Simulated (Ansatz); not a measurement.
# Ag wire along [110], 19 atoms a period: bands along the axis, part 2 of 2

What gap, if any, does the Ag wire along [110], 19 atoms a period have, and how many channels would it open?

Ansatz 0.2.0; DFT PBE, plane waves, PAW; relaxation of a wire's period; PAW set soft_1 (the session's first sound run).

So far: Starting point; Relaxing the period.

**2. Relaxing the period (continued)**

Step by step:

```csv
step,energy less that of the first step (eV),largest force component (eV/Å),pressure (GPa),volume (Å³)
1,0.0000,0.3326,-1.11,821.43
2,-0.1198,0.1760,0.85,801.68
3,-0.1736,0.0288,-0.06,806.71
4,-0.1745,0.0061,0.00,805.82
5*,-0.1712,0.0061,0.00,805.82
```

Relaxation steps marked * repeat the geometry before them on a plane-wave basis chosen anew for their cell, so energy and pressure can jump there.

Forces are held to the 8 operations that the run works with; a distortion that breaks them can't arise in this run.

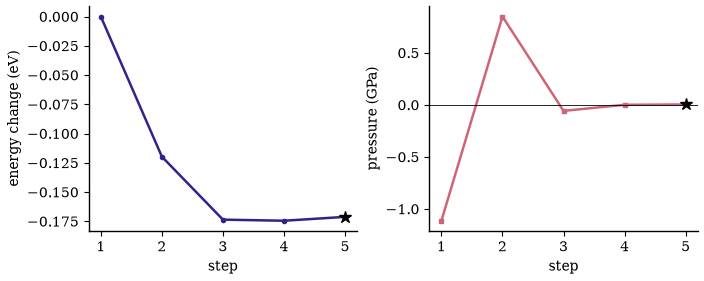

Energy and pressure along the relaxation. Stars mark steps on a basis chosen anew.

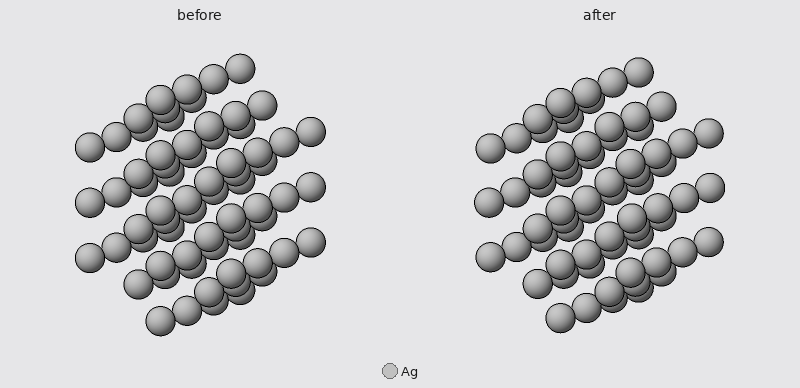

The structure before and after the relaxation, drawn at the same scale.

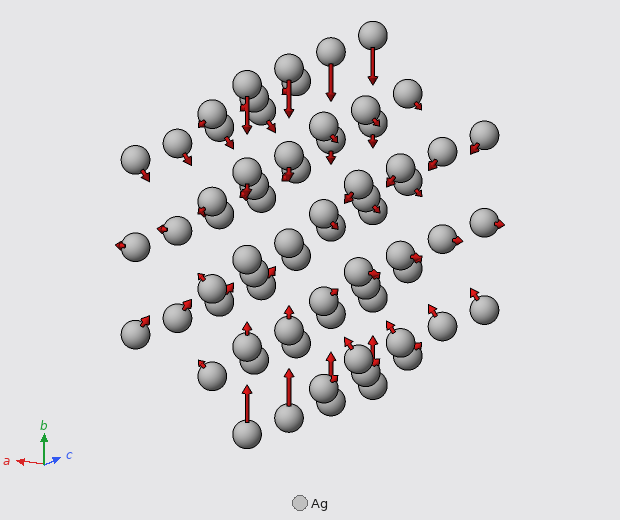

Displacements in the relaxation, exaggerated, measured against the changing cell; the longest in the cell stands for 0.16 Å. 1×1×3 cells are drawn. Some periodic images of atoms are drawn too.

```csv
cell as run,before,after,change
c (Å),2.934,2.879,-1.9 %
```

The atoms that moved most (Å, along periodic axes as changes of fractional coordinates times the final cell, across vacuum about the mean position):

```csv
atom,dx,dy,dz,length
Ag5,0.000,-0.161,0.000,0.161
Ag18,0.000,0.161,0.000,0.161
Ag16,0.038,0.049,0.000,0.062
Ag1,0.038,-0.049,0.000,0.062
Ag19,-0.038,0.049,0.000,0.062
Ag6,-0.038,-0.049,0.000,0.062
Ag3,0.000,-0.059,0.000,0.059
Ag17,0.000,0.059,0.000,0.059
```

This step gave:

```
energy at zero smearing    : -144215.7408 eV
cell length along the wire : 2.879 Å
```

The cell's length comes to 2.879 Å with spin left out.

**3. Bands of the perfect wire**

This step: DFT PBE, plane waves, PAW; bands of a perfect wire; PAW set soft_1 (Ansatz 0.2.0).

At the relaxed period the bands are computed along the axis; those that cross an energy going forward count the channels that a perfect wire would open there.

input.yaml

```yaml
crystal:
  lattice:
    - [15.1, 0.0, 0.0]
    - [0.0, 18.538, 0.0]
    - [0.0, 0.0, 2.8787066688]
  atoms:
    - { symbol: Ag, position: [0.227661404, 0.65563043, 0.0] }
    - { symbol: Ag, position: [0.221984386, 0.49999926, 0.0] }
    - { symbol: Ag, position: [0.5, 0.655091194, 0.0] }
    - { symbol: Ag, position: [0.5, 0.49999926, 0.0] }
    - { symbol: Ag, position: [0.5, 0.807901691, 0.0] }
    - { symbol: Ag, position: [0.772338596, 0.65563043, 0.0] }
    - { symbol: Ag, position: [0.778015614, 0.49999926, 0.0] }
    - { symbol: Ag, position: [0.360482259, 0.264182728, 0.5] }
    - { symbol: Ag, position: [0.36046365, 0.422384383, 0.5] }
    - { symbol: Ag, position: [0.36046365, 0.577614137, 0.5] }
    - { symbol: Ag, position: [0.360482259, 0.735815792, 0.5] }
    - { symbol: Ag, position: [0.639517741, 0.264182728, 0.5] }
    - { symbol: Ag, position: [0.63953635, 0.422384383, 0.5] }
    - { symbol: Ag, position: [0.63953635, 0.577614137, 0.5] }
    - { symbol: Ag, position: [0.639517741, 0.735815792, 0.5] }
    - { symbol: Ag, position: [0.227661404, 0.34436809, 0.0] }
    - { symbol: Ag, position: [0.5, 0.344907326, 0.0] }
    - { symbol: Ag, position: [0.5, 0.192096829, 0.0] }
    - { symbol: Ag, position: [0.772338596, 0.34436809, 0.0] }
kpoints:
  mp_grid: { grid: [1, 1, 28] }
  band_path: { path: ["Γ", Z], npoints: 90 }
scf:
  occupations: { method: fermi_dirac, width: 0.05 }
hamiltonian:
  xc: pbe
  pseudopotentials: { kind: paw, azcp: { folder: soft_1 } }
output:
  dos: { e_range: [-5, 4] }
  write_potential: true
  write_density: true
  volumetric_format: npy
```

Started as:

```sh
$ ansatz run input.yaml --threads 4 --pin off --max-ram 16384MiB --backend cpu --events-out ev --progress --plain --runs-dir out
```

Numbers of over 12 decimals in the logs are rounded to 6 here.

The log of the run:

```text
[...]
Crystal: 19 atoms, lattice volume = 805.819 Å³
Basis set: ecut = 420 eV, 15735 PW (Γ)
Bands: 217, of which v1, the nominal top of the filled ones, is band 181 counted from 1 (180 counted from 0)
Symmetry: 8 space group operations
[...]
k-points: 15 of 28
[...]
SCF iter   1: F=—  HF=-144219.326574 eV  |F-HF|=—  |Δ(HF+E_count)|=         —  Δρ=3.69e-2  dr2=1.39e1  ethr=3.10e-3  ⟨swp⟩=6.4  Hψ=12520  notcnv=0  defer=139
[...]
SCF iter  10: F=-144215.765786 eV  HF=-144215.765786 eV  |F-HF|=1.05e-8  |Δ(HF+E_count)|=   1.19e-7  Δρ=1.67e-6  dr2=3.39e-8  ethr=2.77e-11  ⟨swp⟩=12.5  Hψ=12789  notcnv=0
SCF 1 converged in 10 iterations: F = -144215.765786 eV  dr2 = 3.39e-8
[...]
NSCF: frozen V_eff on 91 k-points
WARN: The output density's exchange-correlation potential varies sharply where the density is thin. Do not read a vacuum level from v_tot or v_xc, or from such a field of the output density. On a cell that repeats whose density bears no net charge and no dipole along the vacuum's axis use v_es (v_loc + v_h of the components); under efield.dipole_correction with no amplitude use v_es + v_field, which holds any externa [...]
SCF converged after 10 iterations
Free energy (F): -144215.765786 eV
[...]
Internal energy: -144215.716163 eV  (E = F + TS)
E sigma→0 (E₀):  -144215.740974 eV
Entropy (-TS):   -0.049623 eV (-2.612 meV/atom)
Fermi energy:    4.486538 eV
[...]
--- Band table (eV; the first three rows and the last of 15) ---
  k-point 0: bands = [... 177 lower, 1.8533, 1.9236, 2.4824, 2.9698, 3.0876, 3.3599, 4.1953, 4.3772, ... 32 higher]
  k-point 1: bands = [... 177 lower, 1.8913, 1.9841, 2.5258, 3.0149, 3.1228, 3.3990, 4.2298, 4.4129, ... 32 higher]
  k-point 2: bands = [... 177 lower, 1.9829, 2.1323, 2.6438, 3.1404, 3.2223, 3.5109, 4.3304, 4.5168, ... 32 higher]
  k-point 14: bands = [... 177 lower, 5.0858, 5.5408, 5.6444, 5.7107, 5.9211, 6.0976, 6.3598, 6.7651, ... 32 higher]
```

Run time: 6.1 min. Hardware: 4 threads of Arm Neoverse V1, shared host; peak memory 7.8 GiB; 24 min of CPU time.

Numbers from this step:

| Quantity | Value |
| --- | --- |
| energy at zero smearing | -144215.7410 eV |
| band gap | 0 eV |

The electronic bands at the labelled points (eV, zero at the Fermi level; # counts the bands kept):

```csv
point,#60,#61,#62,#63,#64,#65,#66,#67
Γ,-2.56,-2.00,-1.52,-1.40,-1.13,-0.29,-0.11,0.21
Z,1.05,1.16,1.22,1.43,1.61,1.87,2.28,2.44
```

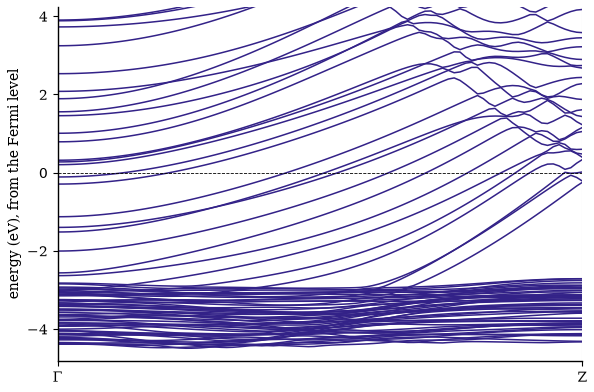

Electronic bands along the path.

Between Γ and Z the bands cross the Fermi level 14 times, so a perfect wire would conduct at least 14 G₀, with spin left out.

**4. Results**

```yaml
cell_length_pbe: 2.879 Å
ballistic_conductance_by_band_crossings_a_lower_bound_pbe: 14 G₀
```

**Reading.** Under PBE the cell's length is 2.88 Å, and the bands cross the Fermi level 14 times between Γ and Z, which gives a perfect wire at least 14 G₀ (opposite crossings within one step of the path cancel in such a count).

[Logs are printed without paths, hosts, clocks, repeated set-up lines and the standing remarks that a program may print on its own settings, such as how far it seeks lower states.]

[Hosts, paths, dates, database ids (printed as entryN), source tags and the programs' standing remarks are cut or masked in the printed files.]
